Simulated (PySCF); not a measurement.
C₂H₄F₂ (SMILES FCCF)

```xyz
8

F     0.0530    1.2047    1.2862
C     0.1296   -0.0478    0.7405
C    -0.1275    0.0502   -0.7468
F    -0.0520   -1.2025   -1.2924
H     1.1311   -0.4713    0.9271
H    -0.6201   -0.7039    1.2144
H     0.6227    0.7055   -1.2211
H    -1.1286    0.4745   -0.9332
```

Geometry: PBE0-D3(BJ)/def2-SVP.

The calculation used wB97X-D/pcSseg-1, SCF density, gas phase, non-relativistic in PySCF 2.14.0.

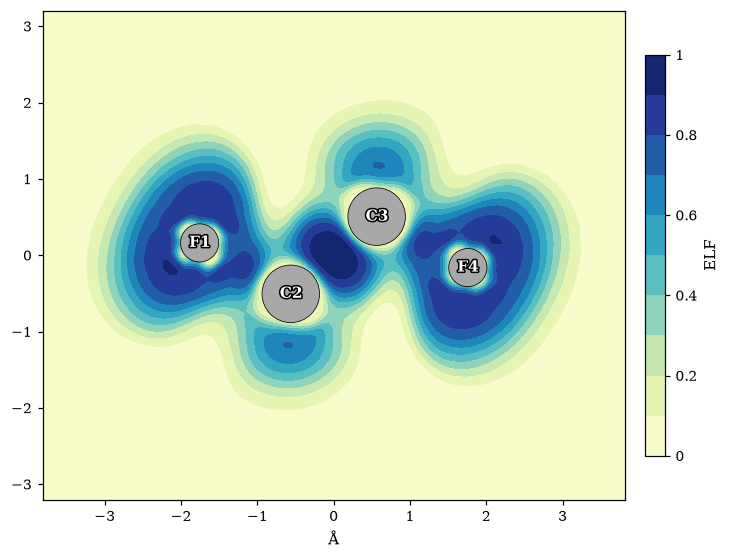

Figure 1. Electron localisation function on the plane of atoms C2, C3 and F4. Grey discs cover the atomic cores.

Describe what can be read from this map.

Answer.
- Atoms in the plane: F and C.
- C–F (1.37 Å): the ELF peaks at about 0.85 between the atoms; a shared but strongly polarised pair.
- C–C (1.51 Å): the ELF peaks at about 1 between the atoms; a shared electron pair.
- The ELF also peaks beside F4 and F1, away from the bonds: lone-pair regions.

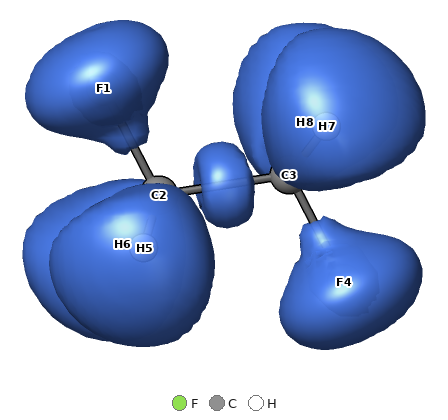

Figure 2. Isosurface of the ELF at 0.75 (blue), seen at a tilt. Only the valence region is drawn (cores and ρ < 0.01 e/Å³ removed).

Identify the bonds, lone pairs and shells in this picture.

Answer. The surface consists of one region between bonded C–C atoms (shared pairs), four regions around hydrogen nuclei and two regions on F in which the atom's valence shell and bonds are merged.

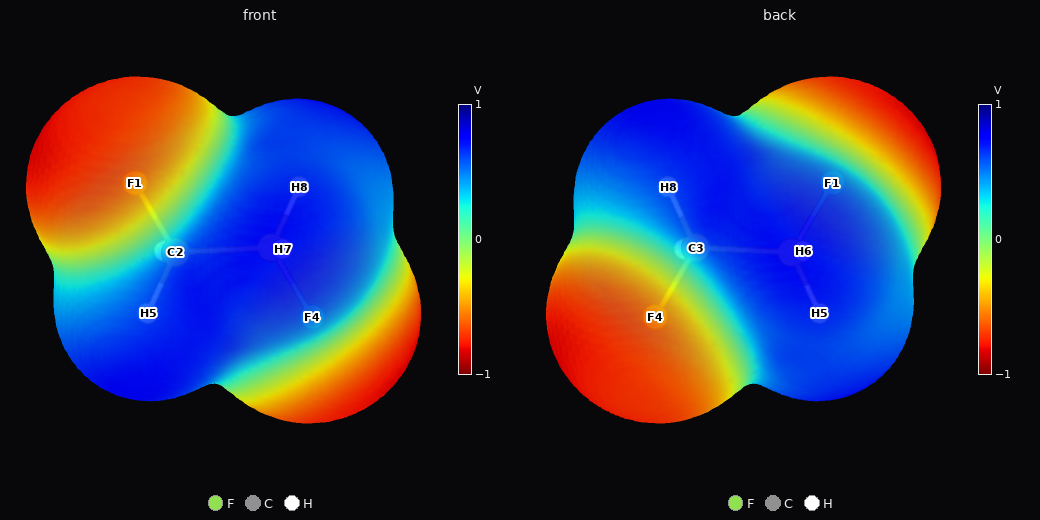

Figure 3. The electrostatic potential painted on the density surface at 0.001 e/bohr³, seen from the front and from behind; the colour scale runs from red (negative) to blue (positive).

Where is the surface potential most negative and most positive?

Answer. The most negative region (about −0.8 V, or −18 kcal/mol for a unit charge) lies over F1 and F4, the most positive (about +0.8 V, or +18 kcal/mol for a unit charge) over the C and H atoms.
